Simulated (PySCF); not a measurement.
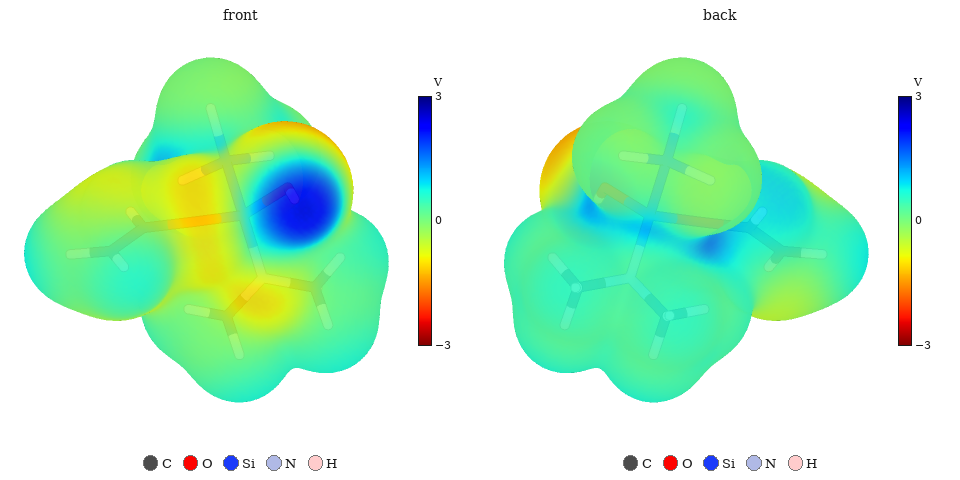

Figure 1: C4H13NO2Si2. The molecular electrostatic potential painted on the density surface at 0.002 e/bohr³, seen from the front and from behind; the colour scale runs from red (negative) to blue (positive).

Geometry: GFN2-xTB.

All numbers below come from PBE0/pcSseg-1, SCF density, gas phase, non-relativistic in PySCF 2.14.0.

The calculation's input:

```
{"job": {"kind": "nmr", "xc": "PBE0", "basis": "pcSseg-1"}, "charge": 0, "multiplicity": 1}
C      2.851307    -1.699561     1.025555
C      2.097801    -0.619821     0.908710
O      1.595776    -0.202579    -0.264089
Si     0.259237     0.696312    -0.576509
O      0.515798     1.335475    -2.047195
Si     0.001305     2.464994     0.867023
N     -1.029549    -0.455052    -0.704184
C     -1.278535    -1.419083     0.340628
C     -2.228187    -0.112307    -1.430467
H      3.256187    -1.990439     1.976066
H      3.084335    -2.313422     0.173707
H      1.852118     0.005853     1.762969
H      0.866774     0.788292    -2.747093
H      1.130838     3.401551     0.883323
H     -0.131160     1.999338     2.260710
H     -1.206560     3.257178     0.609504
H     -1.946448    -1.022560     1.116576
H     -0.337816    -1.703263     0.805943
H     -1.741734    -2.314199    -0.083894
H     -2.638879    -1.005426    -1.909001
H     -2.996444     0.310151    -0.772076
H     -1.986575     0.617955    -2.197054
```

Launched as:

```sh
OMP_NUM_THREADS=1 python probes_run.py task.json out
```

Q: Where is the surface potential most negative and most positive?

A: The most negative region (about −1.3 V) lies over O5, the most positive (about +2.3 V) over H13. O5 is the likeliest acceptor of a hydrogen bond.
